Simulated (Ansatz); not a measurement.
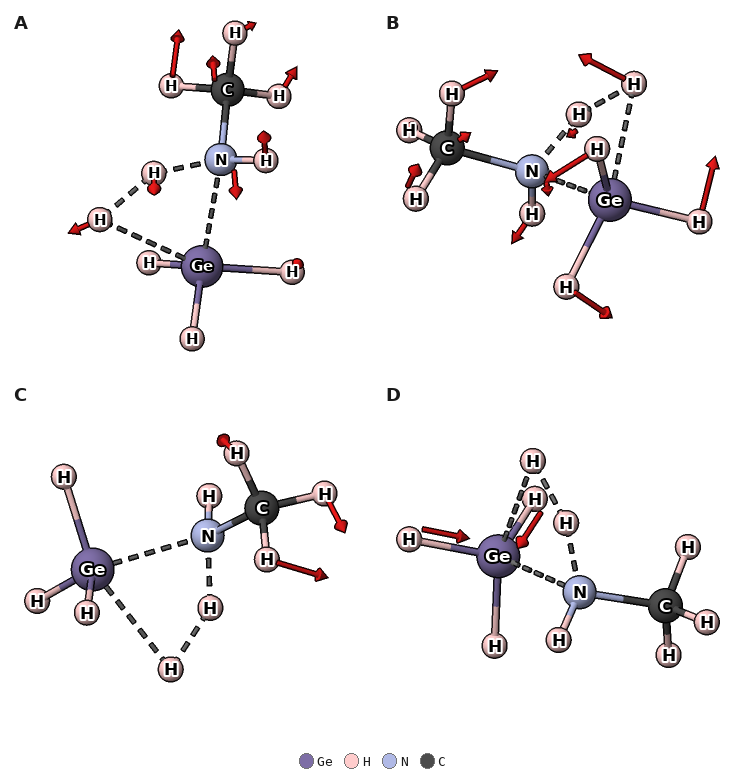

4 normal modes of one molecule or complex, as arrows. Broken sticks mark bonds that form or break. Harmonic vibrations computed with RKS PBE0-D4/def2-TZVP (Ansatz 0.2.0) at a stationary point of the same level. It is a saddle point of order 1.

> Match the panels to the wavenumbers 123 cm⁻¹, 1070 cm⁻¹, 1488 cm⁻¹, 2162 cm⁻¹.

A: 1070 cm⁻¹
B: 123 cm⁻¹
C: 1488 cm⁻¹
D: 2162 cm⁻¹
